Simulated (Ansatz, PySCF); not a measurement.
Dissociation curve of GaBe (anion, charge -1), lowest singlet found (which spin is the ground state isn't settled by this scan).

Methods: RKS-BLYP = restricted BLYP/aug-cc-pVDZ in Ansatz (a quantum-chemistry and plane-wave program); RKS-B3LYP/3-21G = restricted B3LYP/3-21G (PySCF); RMP2 = MP2 on RHF/aug-cc-pVDZ, cores with 3d frozen in Ansatz; RKS-PBE = restricted PBE/aug-cc-pVDZ (Ansatz); UHF/3-21G = unrestricted Hartree-Fock/3-21G (PySCF 2.14.0).

Energies are in kJ/mol, each relative to the lowest point of its own curve between 1.90 and 2.47 Å, where full CI is lowest.

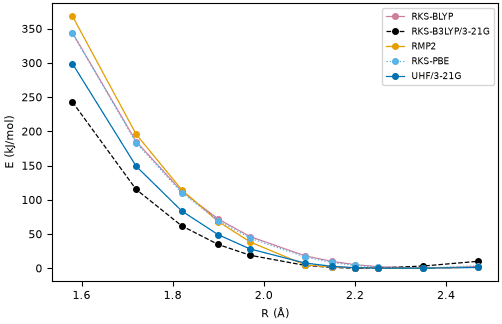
*Energy against bond length for each method.*

| R / Å | RKS-BLYP | RKS-B3LYP/3-21G | RMP2 | RKS-PBE | UHF/3-21G |
|---|---|---|---|---|---|
| 1.58 | 344.0 | 242.9 | 368.5 | 343.2 | 299.0 |
| 1.72 | 185.0 | 114.9 | 195.6 | 183.2 | 148.9 |
| 1.82 | 112.3 | 61.8 | 114.4 | 110.2 | 83.6 |
| 1.90 | 71.8 | 34.6 | 68.2 | 69.5 | 48.9 |
| 1.97 | 46.1 | 18.8 | 38.3 | 43.9 | 28.1 |
| 2.09 | 18.1 | 4.2 | 4.9 | 16.3 | 7.6 |
| 2.15 | 9.8 | 1.0 | 1.5 | 8.3 | 2.7 |
| 2.20 | 5.2 | 0.0 | 0.9 | 3.9 | 0.6 |
| 2.25 | 2.1 | 0.1 | 0.3 | 1.3 | 0.1 |
| 2.35 | 0.0 | 3.1 | 0.0 | 0.0 | 0.0 |
| 2.47 | 2.3 | 10.0 | 1.5 | 3.5 | 1.0 |

At the longest distance, 2.47 Å, RKS-B3LYP/3-21G lies highest above its minimum (10.0 kJ/mol) and UHF/3-21G lowest (1.0 kJ/mol).

The scan ran from 1.58 to 7.35 Å; beyond the distances shown full CI changes its symmetry label. The restricted form behind RKS-BLYP, RKS-B3LYP/3-21G, RMP2, RKS-PBE keeps the bonding electrons paired and can't separate into open-shell fragments. Where the anion isn't bound against loss of the electron, the finite basis alone holds it. The T1 diagnostic of CCSD on the restricted reference of RMP2 exceeds 0.045 at 2.15 to 2.47 Å. The unrestricted determinant behind UHF/3-21G is spin-contaminated at 1.58 to 2.47 Å (<S²> up to 1.8, against 0.00 for a pure singlet).
